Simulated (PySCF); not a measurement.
## A study: ClH, SMILES `Cl`

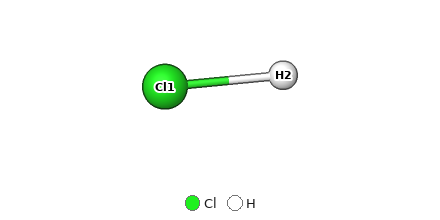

The molecule, with its atoms numbered as below. No frequency check shows the geometry to be a minimum.

Geometry (Å), atoms numbered from 1:

```
Cl1      0.0709    0.0000    0.0000
H2      -1.2061    0.0000    0.0000
```

## 1. Bonding charge

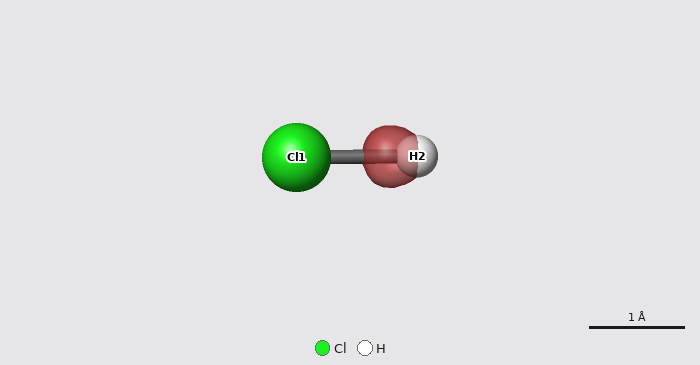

Deformation density (molecule less spherical, spin-averaged free atoms at the same positions), surfaces at ±0.25 e/Å³; red: gain, blue: loss.

Level of theory: B3LYP/def2-TZVP (PySCF), at a geometry from GFN2-xTB.

How much density has each bond gained at its critical point, relative to the free atoms?

Answer. Cl1–H2: +0.50 e/Å³ at the bond critical point (bond length 1.28 Å, Mayer order 1.0). In all, 0.4 electrons gather in the regions of gain relative to the promolecule.

Where do the Hirshfeld charges lie?

Answer. The highest Hirshfeld charge is on H2 (+0.12 e), the lowest on Cl1 (−0.12 e).

## 2. Bond critical points

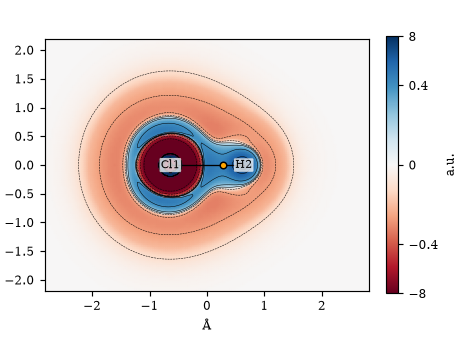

Negative Laplacian of the density (−∇²ρ) in a plane that holds the bond (blue positive, red negative, colour scale in a.u., logarithmic beyond ±0.04), with bond paths and bond critical points (dots).

At which bond critical points in this plane is charge locally concentrated, and at which depleted?

Answer. Concentrated (∇²ρ < 0): Cl1–H2 (−0.70 a.u.). At none is it depleted.

Where along Cl1–H2 does the critical point lie?

Answer. 0.91 Å from Cl1 and 0.36 Å from H2.

## 3. Local ionisation energy

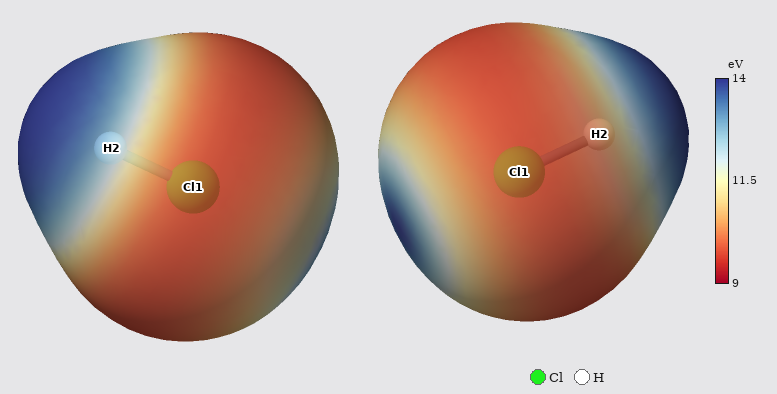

Average local ionisation energy on the surface of electron density 0.001 a.u. (back view left, front view right).

Where are the most loosely bound electrons on this surface?

Answer. The lowest value is 9.7 eV, 2.1 Å from Cl1, and at like points elsewhere. For comparison, the highest occupied orbital lies at −9.1 eV.

## 4. In an electric field

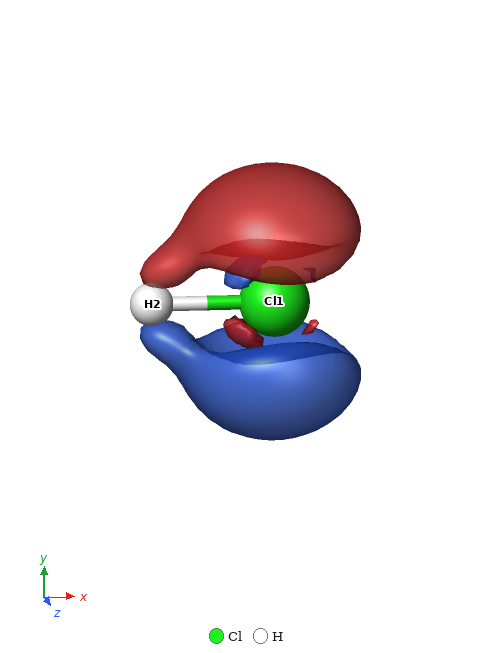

Change of the electron density in a uniform field of 0.10 V/Å, surfaces at ±0.0008 e/Å³ (red: gain, blue: loss).

Method: ωB97X/def2-TZVP; geometry: GFN2-xTB; program: PySCF. A basis without diffuse functions makes polarisabilities too small.

The field was applied in both directions; the picture shows the one opposite to the script's first.

Along which Cartesian direction does the field point?

Answer. Along −y: electrons gather on the +y side, against the field.

How large is the response?

Answer. The induced dipole is 0.05 D (along the field); α along this axis, from the fields in both directions, is 10 bohr³ (1.5 Å³).

## 5. Localised orbitals

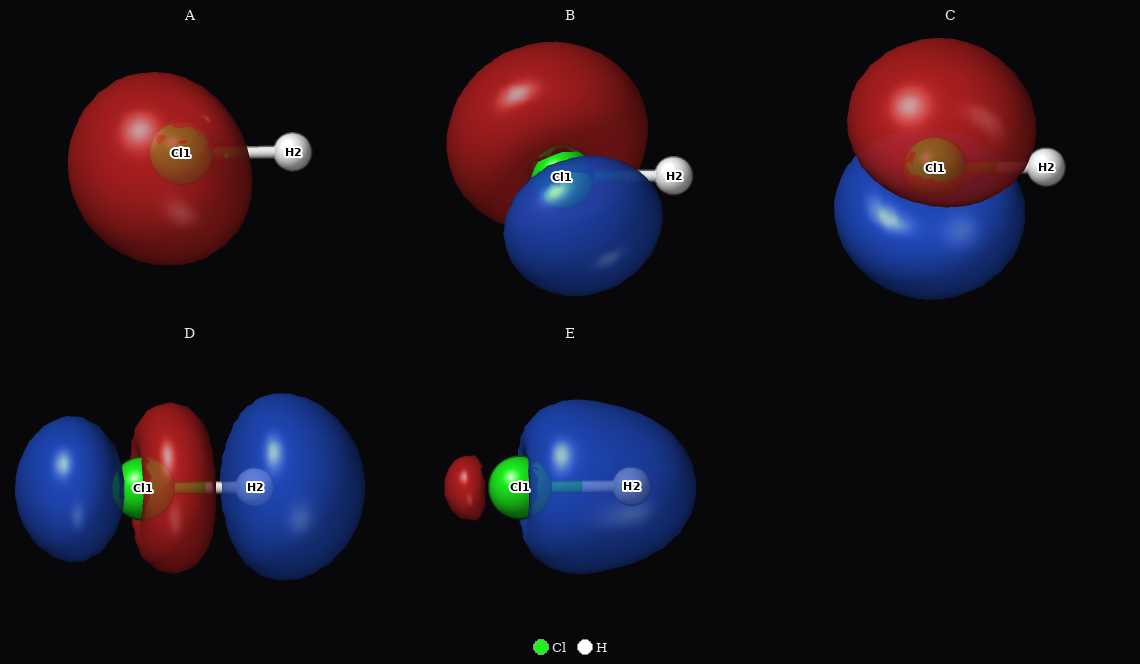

Intrinsic bond orbitals (IBO), occupied and valence-virtual; each surface holds about 85 % of the orbital's density. Energies are diagonal elements of the Fock matrix.

Computed with PySCF, LDA (SVWN)/6-31+G*, geometry: GFN2-xTB.

Name the orbitals, with their atomic make-up and energies.

Answer. By panel:
- A: lone pair on Cl1 (sp0.4-type) (Cl1 100 %; −15.8 eV)
- B: lone pair on Cl1 (sp8.1-type) (Cl1 100 %; −9.3 eV)
- C: lone pair on Cl1 (p-type) (Cl1 100 %; −8.1 eV)
- D: σ* orbital H2–Cl1 (H2 61 %, Cl1 39 %; 1.2 eV)
- E: σ bond Cl1–H2 (Cl1 61 %, H2 39 %; −16.1 eV)

The PySCF runs shown took 3 s, 4.1 s and 1.7 s on 1 thread of AMD EPYC 7R43 64-Core Processor (Zen 3) (shared host).
